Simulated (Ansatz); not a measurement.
C₆H₃FN₂ (SMILES N#Cc1ccc(F)nc1)

The calculation's input:

```
crystal:
  periodic: [false, false, false]
  atoms:
    - {symbol: C, position_ang: [-2.475944, -0.855770, 0.139567]}
    - {symbol: C, position_ang: [-1.203031, -0.384797, 0.586781]}
    - {symbol: C, position_ang: [-0.074667, -0.425971, -0.250193]}
    - {symbol: C, position_ang: [1.134547, 0.042978, 0.232462]}
    - {symbol: C, position_ang: [1.150061, 0.533283, 1.540597]}
    - {symbol: C, position_ang: [-1.047974, 0.133271, 1.880265]}
    - {symbol: F, position_ang: [2.289155, 0.986674, 2.026735]}
    - {symbol: N, position_ang: [-3.509149, -1.237418, -0.221932]}
    - {symbol: "N", position_ang: [0.113189, 0.581818, 2.338839]}
    - {symbol: H, position_ang: [-0.157315, -0.822624, -1.263752]}
    - {symbol: H, position_ang: [2.045960, 0.038529, -0.366070]}
    - {symbol: H, position_ang: [-1.905498, 0.180531, 2.559065]}
basis:
  gaussian:
    orbitals: def2-SVPD
hamiltonian:
  xc: pbe0
output: {forces: true, orbitals: {seedname: orbitals}}
```

Command:

```sh
ansatz run input.yaml --threads 2 --pin off --max-ram 5220MiB --events-out events.jsonl --progress --plain --runs-dir runs
```

Geometry: PBE0-D3(BJ)/def2-SVP.

Method: Ansatz, isolated molecule in a Gaussian basis; Kohn-Sham density functional theory, functional PBE0.

Predict the electron density and electron localisation function between the atoms.

C–N (1.16 Å): ρ at the midpoint is about 3.5 e/Å³; the ELF peaks at about 0.85 between the atoms: a multiple bond.
C–F (1.32 Å): ρ is about 2.5 e/Å³ halfway; the ELF peaks at about 0.85 between the atoms: a shared but strongly polarised pair.
C–C (1.38 Å): ρ is about 2.1 e/Å³ halfway; the ELF peaks at about 0.95 between the atoms: localised, covalent bonding.
C–H (1.09 Å): ρ is about 2 e/Å³ halfway; the ELF climbs to about 1 towards the hydrogen, as it does in any bond to H (a covalent bond by its length).

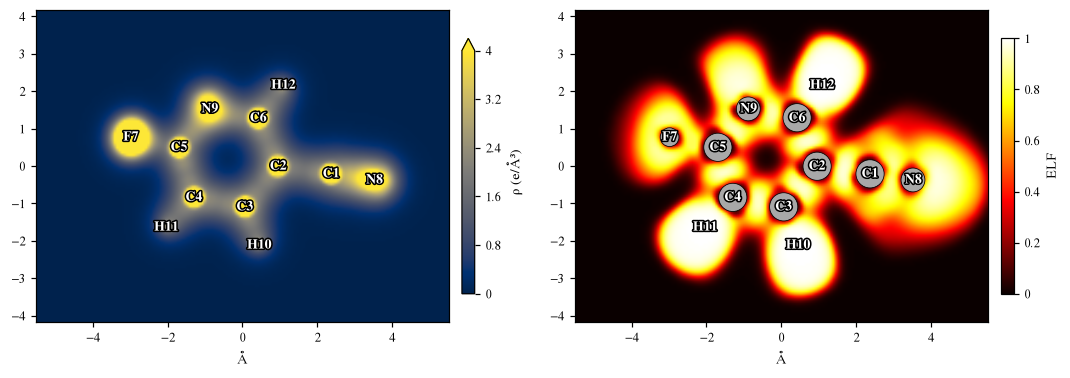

Computed electron density and electron localisation function on the molecular plane, in this order. Grey discs cover the atomic cores in the ELF map. 
